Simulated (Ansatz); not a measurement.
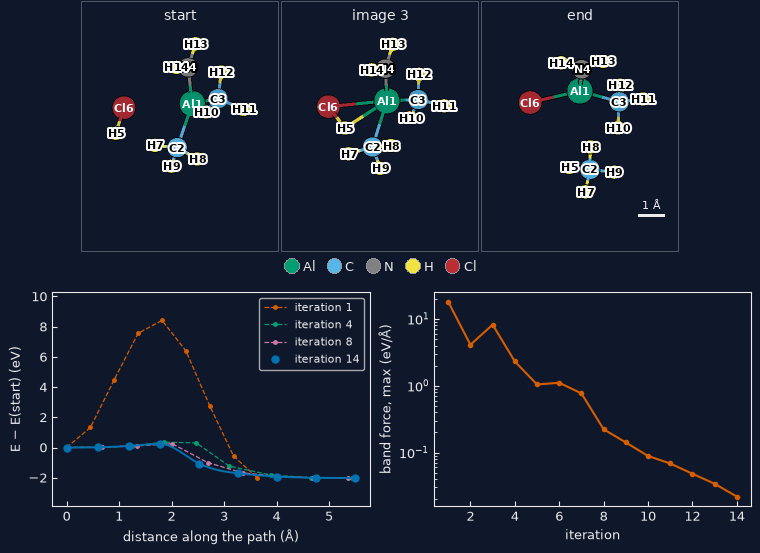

A nudged-elastic-band calculation for C2H9AlClN, made up at the start of C2H8AlN and HCl. Images are numbered from 0 (start) to 8 (end). The plot follows the band through its iterations. Style: ball-and-stick. Shown from a free direction.

Level of theory: RKS PBE0/6-31G* in Ansatz 0.2.0.

The input:
```yaml
crystal:
  periodic: [false, false, false]
  atoms:
    - { symbol: Al, position_ang: [-0.13155, 0.409052, -0.081725] }
    - { symbol: C, position_ang: [1.683813, 0.066747, 0.612908] }
    - { symbol: C, position_ang: [-0.730882, -0.092991, -1.884056] }
    - { symbol: "N", position_ang: [-1.18153, 1.47949, 0.893764] }
    - { symbol: H, position_ang: [0.459929, -2.441772, 1.561693] }
    - { symbol: Cl, position_ang: [-0.690676, -2.472568, 0.98997] }
    - { symbol: H, position_ang: [1.716363, 0.001542, 1.70857] }
    - { symbol: H, position_ang: [2.36454, 0.882111, 0.333898] }
    - { symbol: H, position_ang: [2.123725, -0.852501, 0.205439] }
    - { symbol: H, position_ang: [-0.530721, -1.149769, -2.100298] }
    - { symbol: H, position_ang: [-0.207103, 0.492533, -2.652113] }
    - { symbol: H, position_ang: [-1.805319, 0.075198, -2.029635] }
    - { symbol: H, position_ang: [-2.115977, 1.762052, 0.631544] }
    - { symbol: H, position_ang: [-0.954511, 1.840675, 1.81004] }
basis:
  gaussian: { orbitals: "6-31G*" }
hamiltonian:
  xc: pbe0
neb:
  order_check: false
  images: 7
  f_tol: 0.03
  max_iterations: 60
  initial_path: linear
  final_atoms:
    - { symbol: Al, position_ang: [-1.2602265, -0.07049791, 0.07240447] }
    - { symbol: C, position_ang: [2.02469775, -0.47767585, 0.74597227] }
    - { symbol: C, position_ang: [-0.74834151, -0.26927588, -1.79473604] }
    - { symbol: "N", position_ang: [-1.42770013, 1.48310883, 0.91074595] }
    - { symbol: H, position_ang: [1.41560017, -1.367505, 0.93380672] }
    - { symbol: Cl, position_ang: [-1.78356181, -1.77095648, 1.23109529] }
    - { symbol: H, position_ang: [2.95063938, -0.55837431, 1.3209877] }
    - { symbol: H, position_ang: [1.4890298, 0.42276103, 1.0655658] }
    - { symbol: H, position_ang: [2.26171529, -0.40950177, -0.31912441] }
    - { symbol: H, position_ang: [-0.00436721, -1.06421444, -1.91668165] }
    - { symbol: H, position_ang: [-0.32767944, 0.65491112, -2.20673416] }
    - { symbol: H, position_ang: [-1.61482543, -0.5429179, -2.40877432] }
    - { symbol: H, position_ang: [-1.23958138, 2.38579181, 0.49723559] }
    - { symbol: H, position_ang: [-1.73529798, 1.58414576, 1.86823579] }
```

Launched with:
```bash
ansatz run input.yaml --threads 2 --pin off --max-ram 3072MiB --backend cpu --events-out ev --progress --plain --runs-dir out
```

Judge this run.

The run is converged, with reservations. The band converged in 14 iterations. The largest component of the band force went from 18 to 0.022 eV/Å. The climbing image converged on the top of the path. Its curvatures weren't checked. The straight starting path can push atoms close together and costs iterations. The first iteration put the highest image at 8.41 eV. The highest point, image 3, lies 0.24 eV above the start and 2.25 eV above the end; the end is at −2.02 eV relative to the start.

Limits of the set-up: the start holds two separate molecules, 2.7 Å apart at their closest, whose relative position is a soft coordinate and is computed without a dispersion correction.

Cost: 4.5 min on 2 threads of Intel(R) Xeon(R) Platinum 8488C (Sapphire Rapids), with other jobs on the host, peak memory 0.27 GiB.
